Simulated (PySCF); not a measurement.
## Run report: C$_{5}$H$_{8}$B, EPR calculation

The run: EPR calculation of C$_{5}$H$_{8}$B, multiplicity 2, SMILES BC12C[C](C1)C2. Method and program: UKS B3LYP, pcH-1 on B C H, non-relativistic, mean-field spin-orbit, GIAO (PySCF 2.14.0).

It belongs to a series of runs on one base structure; here: X = H replaced by BH2.

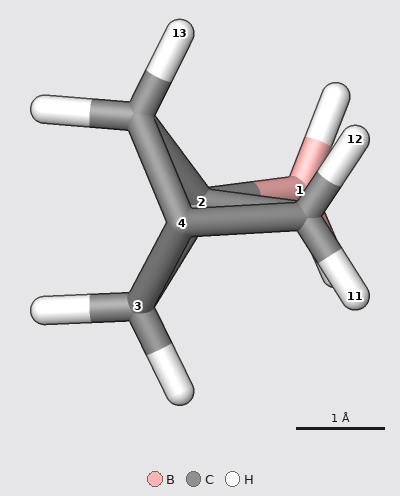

*The structure as given in the input (stick view, seen at an oblique angle; atoms are numbered from 1 in the order of the input).*

Results in brief

```json
{"quantity": "outcome", "value": "converged"}
{"quantity": "total energy", "value": "−220.035692 hartree"}
{"quantity": "⟨S²⟩", "value": "0.757"}
{"quantity": "isotropic g", "value": "2.0027"}
{"quantity": "hardware", "value": "1 CPU thread, shared host"}
{"quantity": "wall time", "value": "58 s"}
{"quantity": "peak memory", "value": "0.95 GiB"}
```

Input file
```
{"job": {"kind": "epr", "basis": "pcH-1"}, "charge": 0, "multiplicity": 2}
B      1.661024    -0.386247    -0.173890
C      0.268599     0.230479    -0.312076
C     -0.964859    -0.122340    -1.131913
C     -1.317379     0.091704     0.342349
C     -0.202829    -0.809082     0.845534
C     -0.460769     1.359182     0.403073
H      2.413866     0.076287     0.592704
H      1.943931    -1.305186    -0.839968
H     -1.033466    -1.130231    -1.526276
H     -1.312762     0.624523    -1.835847
H     -0.275460    -1.858592     0.589776
H      0.137875    -0.636085     1.858512
H     -0.080643     1.666887     1.370889
H     -0.777806     2.198230    -0.205034
```

The first line tells a small driver script what to run in PySCF; the rest is the geometry in Å.

Launched with:
```bash
OMP_NUM_THREADS=1 python <driver script> task.json out
```

Log
```
UKS, coarse grid
  cycle   1  E = -220.00527089  |g| = 2.18e-01
  cycle   2  E = -220.01282779  |g| = 2.01e-01
  cycle   3  E = -220.03366269  |g| = 6.12e-02
  cycle   4  E = -220.03522599  |g| = 2.73e-02
  cycle   5  E = -220.03560553  |g| = 9.20e-03
  cycle   6  E = -220.03566140  |g| = 3.78e-03
  cycle   7  E = -220.03567419  |g| = 1.18e-03
  cycle   8  E = -220.03567551  |g| = 7.13e-04
UKS, final grid
  cycle   1  E = -220.03569177  |g| = 1.01e-03
  cycle   2  E = -220.03569115  |g| = 1.54e-03
  cycle   3  E = -220.03569228  |g| = 6.00e-05
  cycle   4  E = -220.03569228  |g| = 3.85e-05
  cycle   5  E = -220.03569228  |g| = 2.01e-05
E = -220.03569228 Eh   <S^2> = 0.7565 (exact 0.7500)
g shifts (ppm)      1          2          3
  rmc          -151       -151       -151
  gc              5         13          7
  oz_so          43        595        964
  total        -103        458        821
hyperfine (MHz)  atom isotope    a_iso     a_fc   dipolar eigenvalues
    0   11B      54.21      54.21    -13.85    -12.77     26.61
    1   13C     -16.75     -16.75     -9.08     -3.69     12.77
    2   13C       8.74       8.74    -10.72     -8.24     18.97
    3   13C     257.25     257.25    -52.51    -52.38    104.89
    4   13C       5.58       5.58     -9.64     -7.29     16.93
    5   13C       8.80       8.80    -10.73     -8.25     18.99
    6    1H     -15.23     -15.23     -6.24     -0.37      6.60
    7    1H     -15.22     -15.22     -6.24     -0.37      6.60
    8    1H      -5.14      -5.14     -5.51     -2.50      8.01
    9    1H      -4.84      -4.84     -5.99     -2.70      8.69
   10    1H       3.83       3.83     -6.15     -1.91      8.06
   11    1H       3.87       3.87     -6.14     -1.92      8.06
   12    1H      -5.16      -5.16     -5.51     -2.50      8.02
   13    1H      -4.88      -4.88     -6.00     -2.70      8.70
```

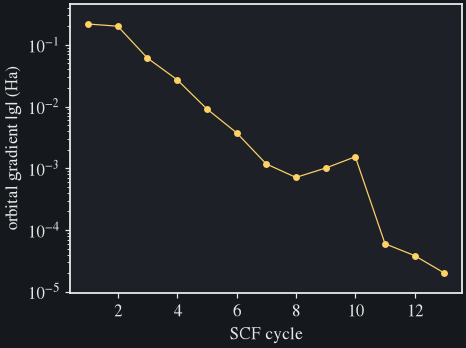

*Convergence of the self-consistent field: orbital gradient |g| against the SCF cycle.*

All cycles printed in the log are drawn one after another.

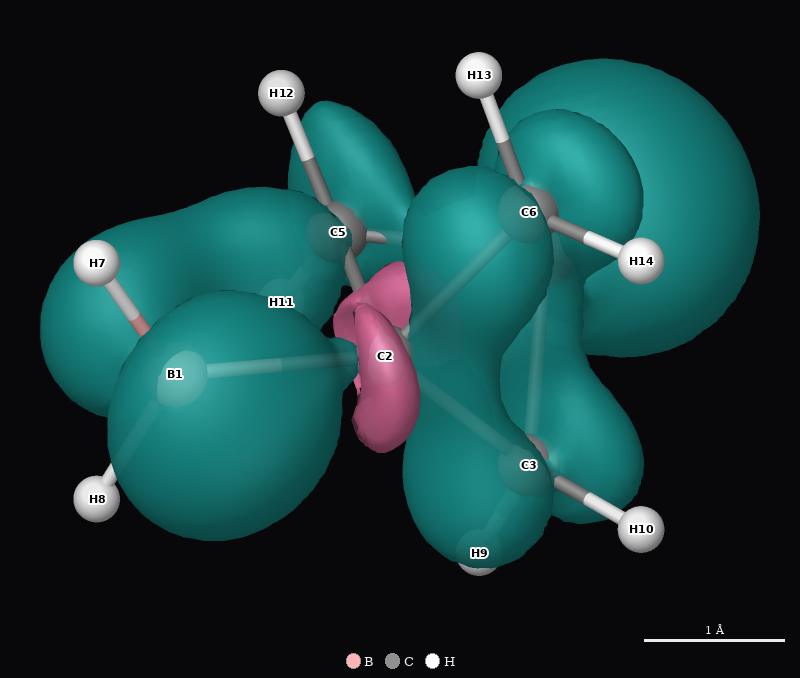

*Isosurfaces of the spin density (α minus β) at +0.015 (teal) and −0.015 e/Å³ (pink), seen at a tilt.*

The unpaired spin (1 electron) lies mostly on C4 (about 0.5), B1 (about 0.2), C5 (about 0.1), C3 (about 0.1) and C6 (about 0.1), in electrons by Hirshfeld's partition.

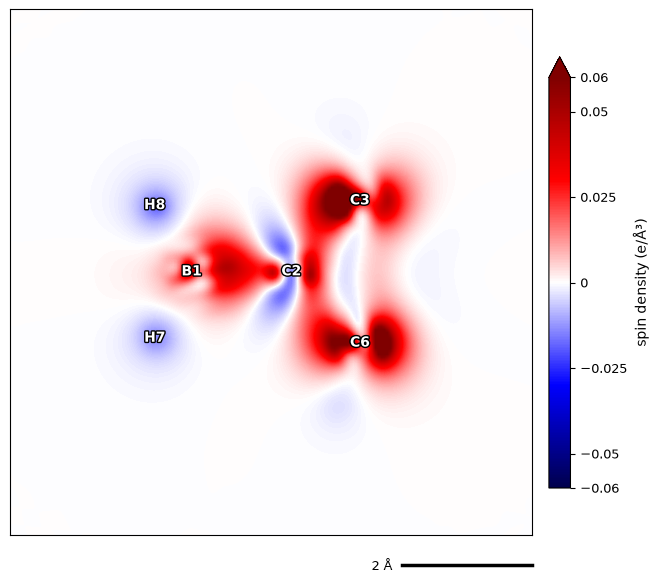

*Spin density on the plane of atoms B1, C2 and C6.*

The unpaired spin (1 electron) lies mostly on C4 (about 0.5), B1 (about 0.2), C5 (about 0.1), C3 (about 0.1) and C6 (about 0.1), in electrons by Hirshfeld's partition.

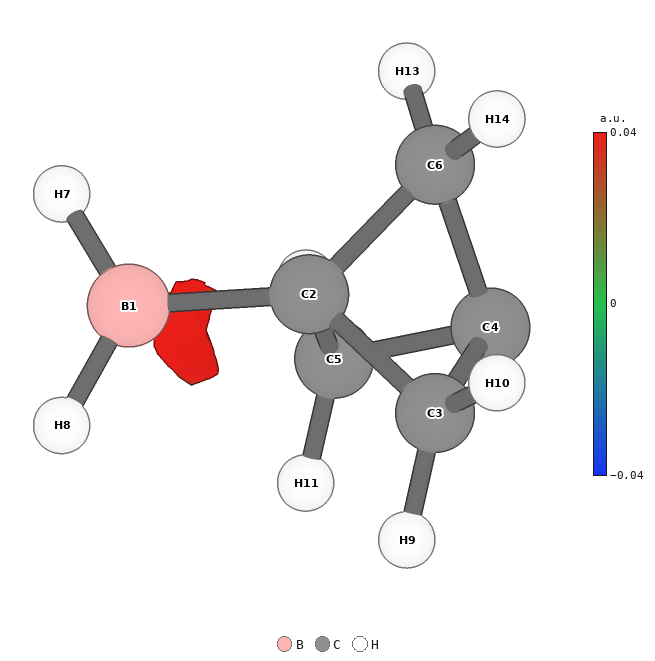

*Non-covalent interaction (NCI) plot: the surface where the reduced density gradient is 0.5, for densities under 0.05 a.u., coloured by sign(λ₂)ρ; seen at a tilt.*

Between B1 on one side and C5 on the other: a weak, van der Waals-like contact (green).
